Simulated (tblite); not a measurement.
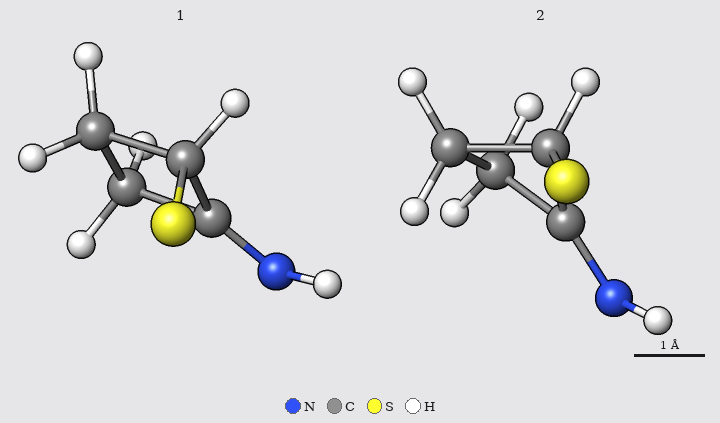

Two geometries of C4H6NS (multiplicity 2), drawn at one scale. One is the start of a relaxation, the other its converged end. A ball-and-stick model, seen from a free direction.

Computed with GFN2-xTB geometry optimisation, gas phase (tblite). 

Question: Which of the two is the end point?

Answer: Structure 1 is the relaxed one. Over 53 geometry steps the energy falls by 0.743 eV. An H atom moves most after the best rigid fit: 0.83 Å. By element the largest moves are H 0.83 Å, S 0.78 Å, N 0.55 Å, C 0.28 Å. Among the contacts that change: C–N 1.298 → 1.239 Å, C–C 1.493 → 1.538 Å, C–S 1.747 → 1.777 Å, C–H 1.118 → 1.092 Å. Bond angles that change, for instance: H–C–H 117.3° → 108.7°, S–C–H 116.2° → 108.3°, C–C–H 109.0° → 115.3°.
